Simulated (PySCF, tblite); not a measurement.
# C5H14BNSi: geometry, infrared bands and NMR shifts

Aim: predict the infrared bands and NMR shifts of C5H14BNSi (`[BH3-][N@+]1([SiH3])CCC(=C)C1`).

The runs use tblite 0.8.0 and PySCF 2.14.0, with density-fitted response routines of our own; the level of theory stands in each step. All values are computed, except where a source is named. Atoms count from 0, in the outputs and in this text.

## (1) Starting geometry

22 atoms, charge 0, multiplicity 1; geometry from: force field or distance geometry start.

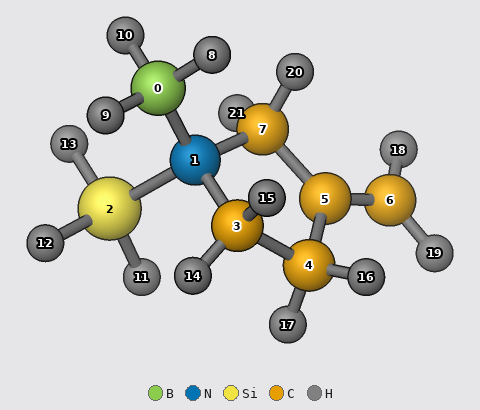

The starting geometry (boron green, nitrogen blue, silicon yellow, carbon amber, hydrogen grey), atoms numbered; sticks join atoms by distance.

## (2) Geometry optimisation with GFN2-xTB

What the job is given:

```
{"job": {"kind": "relax", "xc": "GFN2-xTB", "basis": "xTB"}, "charge": 0, "multiplicity": 1}
B     -1.666200     1.517300     0.039900
N     -0.726200     0.295100    -0.036100
Si    -1.629000    -1.082600    -0.799100
C     -0.254900    -0.111800     1.314800
C      1.133100    -0.738800     1.173900
C      1.587600    -0.175700    -0.126200
C      2.826500    -0.324800    -0.618800
C      0.514900     0.591200    -0.794300
H     -1.117800     2.447900     0.545400
H     -2.645300     1.265700     0.699700
H     -2.021400     1.842900    -1.057500
H     -0.775000    -2.266200    -0.897500
H     -2.825600    -1.410100     0.017300
H     -2.064600    -0.689300    -2.156500
H     -0.953300    -0.817900     1.832200
H     -0.151500     0.764800     2.010000
H      1.806700    -0.432700     2.003300
H      1.069600    -1.849900     1.096600
H      3.097000     0.117700    -1.562300
H      3.575800    -0.895000    -0.061000
H      0.781200     1.672400    -0.754700
H      0.427800     0.299300    -1.870100
```

Command:

```console
$ OMP_NUM_THREADS=1 python probes_run.py task.json out
```

The driver reads the jobs from task.json and runs them one after another.

Log:

```text
step      E/eV     max force
  0    -645.76437    2.263
  1    -645.92448    1.750
  2    -645.99913    0.688
  3    -646.02980    0.368
  4    -646.05667    0.322
  5    -646.07007    0.294
  6    -646.08385    0.200
  7    -646.09098    0.169
  8    -646.09623    0.183
  9    -646.09978    0.152
 10    -646.10218    0.091
 11    -646.10359    0.100
 12    -646.10479    0.085
 13    -646.10616    0.100
 14    -646.10773    0.092
 15    -646.10922    0.092
 16    -646.11041    0.086
 17    -646.11142    0.066
 18    -646.11243    0.074
 19    -646.11356    0.087
 20    -646.11491    0.110
 21    -646.11651    0.113
 22    -646.11838    0.107
 23    -646.12038    0.107
 24    -646.12225    0.101
 25    -646.12394    0.135
 26    -646.12555    0.114
 27    -646.12699    0.086
 28    -646.12828    0.082
 29    -646.12943    0.065
 30    -646.13039    0.074
 31    -646.13126    0.073
 32    -646.13206    0.058
 33    -646.13274    0.060
 34    -646.13327    0.051
 35    -646.13369    0.047
 36    -646.13404    0.047
 37    -646.13440    0.043
 38    -646.13477    0.044
 39    -646.13509    0.031
 40    -646.13533    0.029
 41    -646.13550    0.026
 42    -646.13567    0.029
 43    -646.13584    0.028
 44    -646.13598    0.024
 45    -646.13609    0.024
 46    -646.13621    0.024
 47    -646.13635    0.025
 48    -646.13653    0.029
 49    -646.13672    0.032
 50    -646.13690    0.029
 51    -646.13711    0.035
 52    -646.13738    0.035
 53    -646.13773    0.039
 54    -646.13811    0.049
 55    -646.13848    0.053
 56    -646.13885    0.046
 57    -646.13924    0.041
 58    -646.13960    0.037
 59    -646.13991    0.041
 60    -646.14021    0.040
 61    -646.14054    0.037
 62    -646.14094    0.047
 63    -646.14135    0.047
 64    -646.14170    0.036
 65    -646.14199    0.035
 66    -646.14225    0.038
 67    -646.14251    0.042
 68    -646.14275    0.030
 69    -646.14293    0.026
 70    -646.14305    0.023
 71    -646.14314    0.020
 72    -646.14323    0.018
 73    -646.14331    0.025
 74    -646.14340    0.024
 75    -646.14347    0.015
 76    -646.14351    0.017
 77    -646.14355    0.019
 78    -646.14359    0.017
 79    -646.14364    0.020
 80    -646.14369    0.013
 81    -646.14373    0.012
 82    -646.14376    0.013
 83    -646.14380    0.012
 84    -646.14382    0.010
 85    -646.14384    0.010
```

Wall time 1.2 s (1 thread of Arm Neoverse N1, shared host); peak memory 0.18 GiB.

The steps of the relaxation: (not every step is listed)

```csv
step,energy from step 0 (eV),largest force (eV/Å)
0,0.0000,2.2631
1,-0.1601,1.7502
2,-0.2348,0.6883
3,-0.2654,0.3682
4,-0.2923,0.3223
5,-0.3057,0.2938
6,-0.3195,0.2002
7,-0.3266,0.1687
8,-0.3319,0.1834
15,-0.3449,0.0917
22,-0.3540,0.1073
29,-0.3651,0.0646
36,-0.3697,0.0470
43,-0.3715,0.0285
50,-0.3725,0.0291
57,-0.3749,0.0412
64,-0.3773,0.0356
71,-0.3788,0.0198
78,-0.3792,0.0168
80,-0.3793,0.0134
81,-0.3794,0.0122
82,-0.3794,0.0130
83,-0.3794,0.0124
84,-0.3795,0.0102
85,-0.3795,0.0099
```

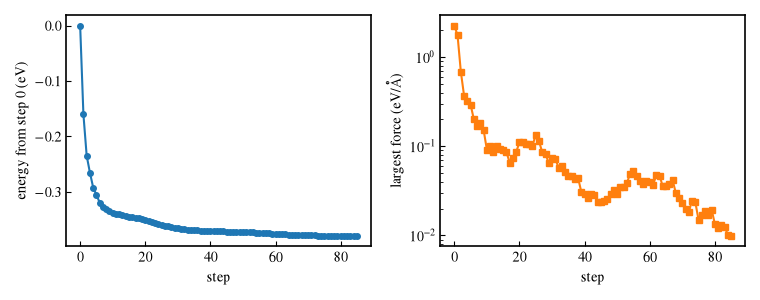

Energy and largest force along the relaxation.

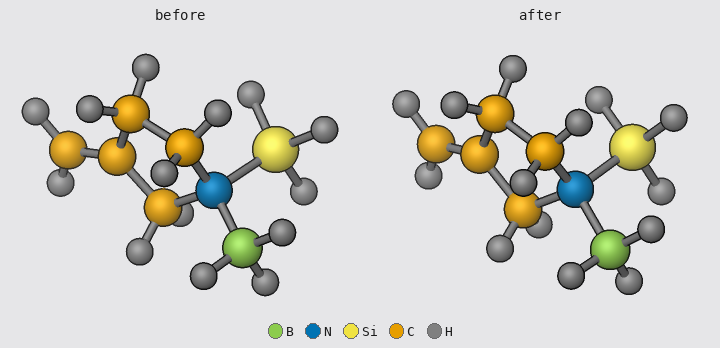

Before and after, at one scale.

Close pairs (by a distance rule), those that changed most:

```csv
bond,before (Å),after (Å),change (Å)
B0–N1,1.544,1.649,+0.105
C3–H14,1.120,1.089,-0.031
C3–H15,1.124,1.093,-0.030
Si2–H12,1.485,1.456,-0.029
C7–H21,1.118,1.090,-0.028
Si2–H13,1.479,1.454,-0.025
C5–C7,1.478,1.502,+0.024
C4–H17,1.116,1.093,-0.023
```

The next job starts from the end point, and lists it.

## (3) Vibrational analysis with GFN2-xTB

What the job is given:

```
{"job": {"kind": "ir", "xc": "GFN2-xTB", "basis": "xTB"}, "charge": 0, "multiplicity": 1}
B     -1.790467     1.535130     0.006426
N     -0.712061     0.287662    -0.012557
Si    -1.502862    -1.109943    -0.810284
C     -0.250258    -0.005907     1.346639
C      1.080758    -0.739590     1.181458
C      1.590648    -0.221452    -0.137495
C      2.752732    -0.498955    -0.698554
C      0.522402     0.672667    -0.699412
H     -1.240944     2.435612     0.568744
H     -2.748553     1.140612     0.600549
H     -2.032180     1.792738    -1.133494
H     -0.465506    -2.132191    -1.010657
H     -2.516938    -1.596766     0.114685
H     -1.984807    -0.653783    -2.103724
H     -0.997699    -0.574479     1.897923
H     -0.097138     0.945513     1.863426
H      1.774071    -0.525546     1.995385
H      0.939818    -1.822263     1.139072
H      3.031541    -0.088387    -1.653573
H      3.474496    -1.139471    -0.221472
H      0.744686     1.717243    -0.452155
H      0.417850     0.600942    -1.781778
```

Log:

```text
mode    cm-1     km/mol
  1      67.9      1.71
  2      84.8      1.61
  3     171.0      2.71
  4     184.6      5.47
  5     233.3     16.57
  6     267.6      5.80
  7     290.4      1.91
  8     360.5     11.41
  9     383.4      2.88
 10     416.6      0.18
 11     464.9      0.53
 12     559.6     13.49
 13     567.1     28.47
 14     598.4     21.00
 15     650.3     32.03
 16     688.6      5.07
 17     730.1    165.53
 18     760.3    257.76
 19     791.6    192.21
 20     817.5    193.05
 21     849.0     10.46
 22     885.5     16.68
 23     891.4     35.09
 24     897.9      2.26
 25     911.2     25.12
 26     947.5      3.32
 27     980.4     16.57
 28    1022.3     51.88
 29    1038.9      8.05
 30    1046.0     27.22
 31    1136.6     11.75
 32    1148.6     16.43
 33    1165.6    229.09
 34    1180.2     36.85
 35    1242.7      4.94
 36    1244.1     67.64
 37    1258.1     25.37
 38    1264.8      8.38
 39    1271.2     17.31
 40    1285.5      6.27
 41    1314.2      2.74
 42    1413.1      0.19
 43    1465.7      0.90
 44    1467.2     11.84
 45    1495.3      3.55
 46    1744.5     20.27
 47    2224.0    309.20
 48    2337.1    141.96
 49    2363.1    164.97
 50    2400.4    338.28
 51    2415.2    371.36
 52    2447.4    160.40
 53    2922.3     11.60
 54    2954.0      2.50
 55    2967.2     46.61
 56    2995.6      7.80
 57    2997.6     36.07
 58    3008.8     37.94
 59    3109.8     15.80
 60    3134.2     30.98
```

Run time: 1.6 s. Hardware: 1 thread of Arm Neoverse N1, shared host; peak memory 0.18 GiB.

Which atoms move in the most intense modes:

```csv
cm⁻¹,km/mol,atoms
730,165.5,"H12 54 %, H13 39 %"
760,257.8,"N1 33 %, H12 14 %, H13 13 %"
792,192.2,"H11 54 %, H12 21 %, H13 14 %"
818,193.1,"H11 43 %, H13 22 %"
1166,229.1,"H9 30 %, H8 29 %, H10 26 %, B0 11 %"
2224,309.2,H11 96 %
2400,338.3,"H8 74 %, H9 12 %"
2415,371.4,"H9 51 %, H10 35 %"
```

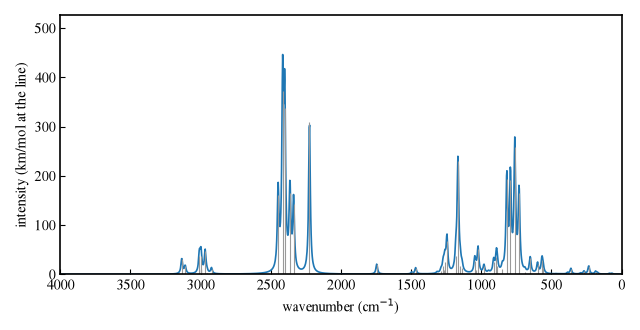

The infrared spectrum from these modes, unscaled. Lines are broadened to a width of 14 cm⁻¹ (Lorentzian).

## (4) NMR shieldings: PBE0/pcSseg-1

Settings changed since step 3:

```diff
@@ -1,2 +1,2 @@
-{"job": {"kind": "ir", "xc": "GFN2-xTB", "basis": "xTB"}, "charge": 0, "multiplicity": 1}
+{"job": {"kind": "nmr", "xc": "PBE0", "basis": "pcSseg-1"}, "charge": 0, "multiplicity": 1}
 B     -1.790467     1.535130     0.006426
```

With the program's defaults for keys left out, this is: GIAO PBE0/pcSseg-1 NMR shielding, non-relativistic, gas phase.

Log:

```text
coarse grid: 17888 points
cycle   1  E = -567.4022662521  dE =  9.283e-01  |g| = 4.416e-01  |ddm| = 4.122e+00
cycle   2  E = -567.4134473624  dE = -1.118e-02  |g| = 4.200e-01  |ddm| = 1.010e+00
cycle   3  E = -567.4609138255  dE = -4.747e-02  |g| = 9.479e-02  |ddm| = 4.748e-01
cycle   4  E = -567.4627830536  dE = -1.869e-03  |g| = 3.952e-02  |ddm| = 1.153e-01
cycle   5  E = -567.4631775084  dE = -3.945e-04  |g| = 5.452e-03  |ddm| = 4.166e-02
cycle   6  E = -567.4631837137  dE = -6.205e-06  |g| = 2.019e-03  |ddm| = 8.166e-03
final grid: 165376 points
cycle   7  E = -567.5084698754  dE = -6.237e-05  |g| = 8.606e-03  |ddm| = 4.628e-02
cycle   8  E = -567.5084626037  dE =  7.272e-06  |g| = 1.021e-02  |ddm| = 1.797e-02
cycle   9  E = -567.5084887979  dE = -2.619e-05  |g| = 1.931e-03  |ddm| = 1.064e-02
cycle  10  E = -567.5084896995  dE = -9.016e-07  |g| = 3.015e-04  |ddm| = 1.789e-03
cycle  11  E = -567.5084897202  dE = -2.074e-08  |g| = 9.140e-05  |ddm| = 2.968e-04
cycle  12  E = -567.5084897221  dE = -1.888e-09  |g| = 3.274e-05  |ddm| = 1.155e-04
cycle  13  E = -567.5084897223  dE = -2.196e-10  |g| = 8.911e-06  |ddm| = 3.442e-05
converged SCF energy = -567.5084897223

GIAO shielding tensors (ppm)
atom      isotropic    diamagn.    paramagn.     s11        s22        s33       span
  0 B      116.942     188.105     -71.164     90.198    104.794    155.833     65.636
  1 N      213.060     325.400    -112.340    168.300    231.334    239.546     71.247
  2 Si     377.663     881.322    -503.659    307.763    364.301    460.925    153.162
  3 C      126.574     247.999    -121.425     89.110    119.297    171.315     82.205
  4 C      151.822     249.750     -97.928    127.356    155.498    172.611     45.255
  5 C       31.579     264.542    -232.963    -77.577     46.791    125.521    203.098
  6 C       72.243     249.548    -177.305    -39.244     89.676    166.296    205.540
  7 C      120.920     247.851    -126.931     87.569    117.671    157.520     69.952
  8 H       29.826      30.878      -1.051     26.635     27.202     35.642      9.008
  9 H       29.443      30.661      -1.218     25.901     27.101     35.328      9.427
 10 H       29.533      31.032      -1.499     26.082     27.148     35.371      9.288
 11 H       27.270      30.985      -3.715     22.837     26.833     32.141      9.304
 12 H       27.337      30.472      -3.135     23.819     25.435     32.758      8.939
 13 H       27.176      30.396      -3.219     23.548     25.444     32.536      8.988
 14 H       28.524      31.794      -3.270     24.601     26.949     34.023      9.422
 15 H       28.476      31.265      -2.789     22.881     28.755     33.793     10.913
 16 H       29.025      30.133      -1.107     24.632     27.071     35.373     10.741
 17 H       29.049      31.337      -2.288     25.457     27.346     34.344      8.887
 18 H       26.212      30.412      -4.199     22.761     24.653     31.222      8.461
 19 H       26.277      29.454      -3.177     22.922     24.663     31.247      8.325
 20 H       27.940      31.175      -3.234     22.854     28.269     32.698      9.844
 21 H       28.220      33.261      -5.041     24.526     27.275     32.858      8.332
```

Wall time 99 s (1 thread of Arm Neoverse N1, shared host); peak memory 0.97 GiB.

The references, computed at this level on geometries of the same kind, shield at (ppm): 1H TMS 31.72, 13C TMS 186.9, 29Si TMS 349.2, 15N NH3 267.7, 11B BF3·OEt2 100.1. Their shielding less the atom's gives the shift. The references are single molecules in the gas phase, so shifts against H2O, NH3, PH3, H3PO4 or CFCl3 are not on the usual liquid scales and can be off by tens of ppm. Atoms listed in one row are averaged.

```csv
atoms,environment,σ (ppm),δ (ppm),δ scaled to CDCl3
C5,fully substituted alkene carbon,31.6,155.3,149.7
C6,terminal =CH2 carbon,72.2,114.7,110.0
C7,allylic sp3 CH2 bonded to N,120.9,66.0,62.5
C3,sp3 CH2 bonded to N,126.6,60.4,57.0
C4,allylic sp3 CH2,151.8,35.1,32.3
H18,hydrogen on a terminal =CH2 carbon,26.21,5.50,5.29
H19,hydrogen on a terminal =CH2 carbon,26.28,5.44,5.23
"H11, H12, H13",hydrogen on a silicon bonded to N,27.26,4.46,–
H20,hydrogen on an allylic sp3 CH2 bonded to N,27.94,3.78,3.67
H21,hydrogen on an allylic sp3 CH2 bonded to N,28.22,3.50,3.40
H15,hydrogen on an sp3 CH2 bonded to N,28.48,3.24,3.16
H14,hydrogen on an sp3 CH2 bonded to N,28.52,3.19,3.12
H16,hydrogen on an allylic sp3 CH2,29.03,2.69,2.64
H17,hydrogen on an allylic sp3 CH2,29.05,2.67,2.62
"H8, H9, H10",hydrogen on a boron bonded to N,29.60,2.12,–
B0,"boron bonded to N, 3 H",116.9,-16.9,–
N1,donor nitrogen of a Lewis adduct,213.1,54.7,–
Si2,"silicon bonded to N, 3 H",377.7,-28.5,–
```

The scaled column applies a straight-line fit of computed shieldings to shifts measured in CDCl3 (root-mean-square error 0.16 ppm for H, 1.9 ppm for C).

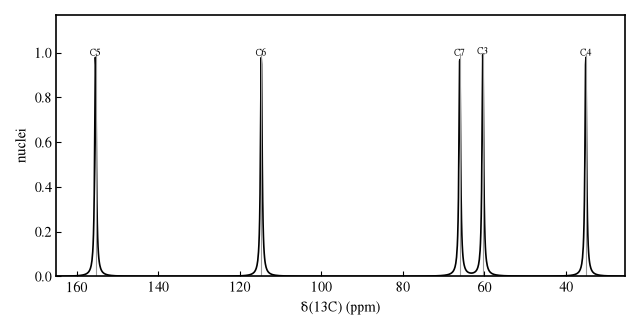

13C lines at the computed shifts, without couplings. Lines are broadened to a width of 0.48 ppm (Lorentzian).

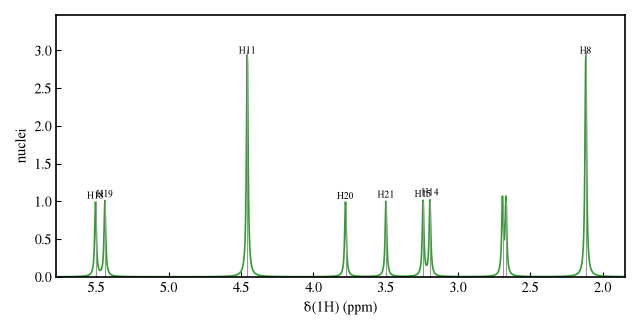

1H lines at the computed shifts, without couplings. Lines are broadened to a width of 0.01 ppm (Lorentzian).

The run also stored atomic charges by several schemes (e):

```csv
atoms,Mulliken,IAO,Hirshfeld,ESP fit
B0,-0.05,-0.42,-0.10,-0.17
N1,-0.83,-0.27,-0.04,-0.02
Si2,0.55,0.74,0.39,0.42
C3,0.00,-0.15,0.00,-0.17
C4,-0.12,-0.29,-0.07,-0.13
C5,-0.47,0.01,0.01,0.28
C6,-0.04,-0.34,-0.11,-0.66
C7,0.13,-0.17,-0.01,-0.27
```

Mulliken charges:

B0 -0.05; N1 -0.83; Si2 0.55; C3 0.00; C4 -0.12; C5 -0.47; C6 -0.04; C7 0.13; H8 -0.06; H9 -0.06; H10 -0.06; H11 -0.06; H12 -0.04; H13 -0.03; H14 0.14; H15 0.16; H16 0.15; H17 0.15; H18 0.11; H19 0.11; H20 0.17; H21 0.15

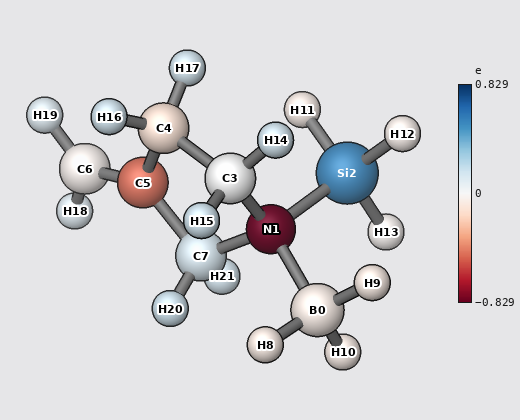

Mulliken charges, as colours on the atoms.

Mayer bond orders: B0–N1 0.56, N1–Si2 0.74, N1–C3 0.88, C3–C4 1.03, C4–C5 0.99, C5–C6 2.04, C5–C7 0.99, C7–N1 0.87.

Ring of atoms N1, C3, C4, C5, C7: NICS(0) -4.3, NICS(1) -3.7, NICS(1)zz -5.3 ppm (means of both faces).

The fields below are evaluated on a grid from the run's orbitals.

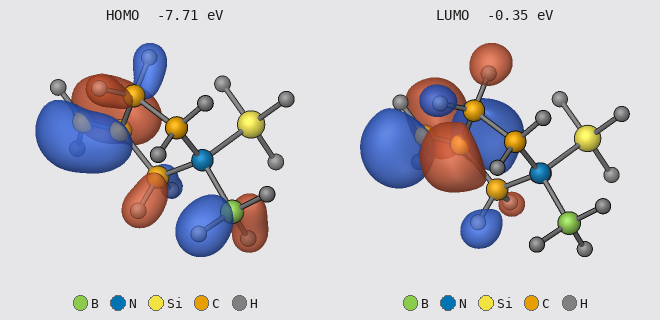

Frontier orbitals at PBE0/pcSseg-1; each surface holds 70 % of the orbital's density, blue and red mark the sign.

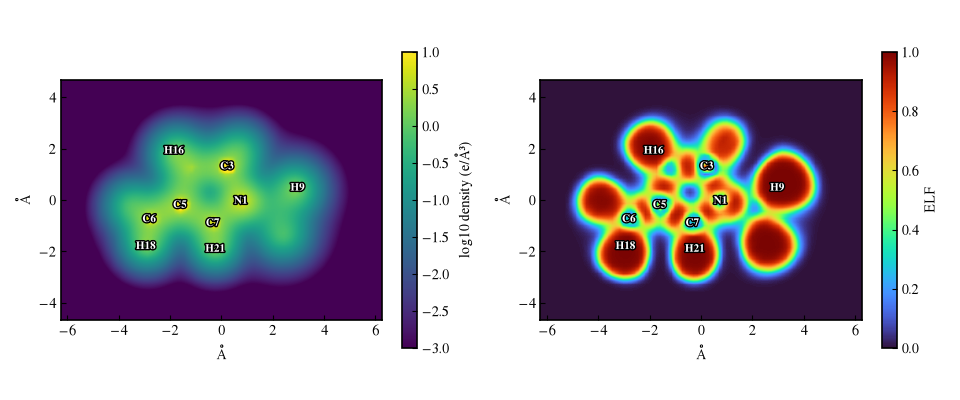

Density (left) and ELF (right) in a plane through or near 9 of the atoms.

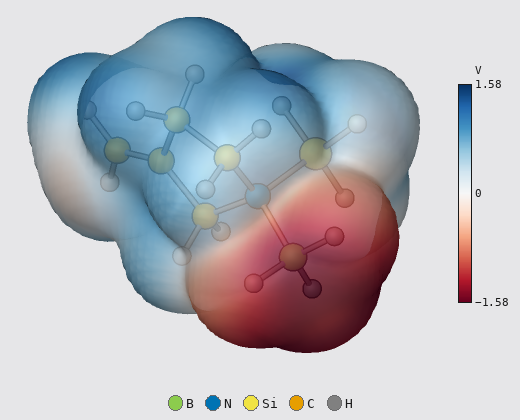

The potential that a unit positive charge feels on the 0.002 e/bohr³ surface, from -1.58 to 1.54 V.

## (5) Outcome

| quantity | value |
| --- | --- |
| strongest single infrared mode (GFN2-xTB) | 2415 cm⁻¹, 371 km/mol |
| zero-point energy (GFN2-xTB) | 111.4 kcal/mol |
| 13C shifts against TMS (PBE0/pcSseg-1) | 155.3, 114.7, 66.0, 60.4, 35.1 ppm |
| 1H shifts against TMS (PBE0/pcSseg-1, means over atoms taken as alike) | 5.50, 5.44, 4.46, 3.78, 3.50, 3.24, 3.19, 2.69, 2.67, 2.12 ppm |
| 11B shifts against BF3·OEt2 (PBE0/pcSseg-1) | -16.9 ppm |
| 15N shifts against NH3 (PBE0/pcSseg-1) | 54.7 ppm |
| 29Si shifts against TMS (PBE0/pcSseg-1) | -28.5 ppm |
| surface potential, least and greatest | -1.58 V and 1.54 V |

Relaxing lowered the energy by 0.379 eV in 85 steps; the close pair that moved most is B0–N1, from 1.544 to 1.649 Å. No mode is imaginary among the 60: a minimum at this level. The strongest single mode, at 2415 cm⁻¹, moves mainly H9 and H10. Unscaled tight-binding wavenumbers are off by several per cent, some by more. Its intensities can rank the bands wrongly. The most deshielded carbon is C5 (fully substituted alkene carbon), at 155.3 ppm: the olefinic region. At PBE0/pcSseg-1, counted by nearest atom on the grid, the HOMO lies on C6 32 %; C5 26 %, the LUMO on C5 31 %; C6 24 %.
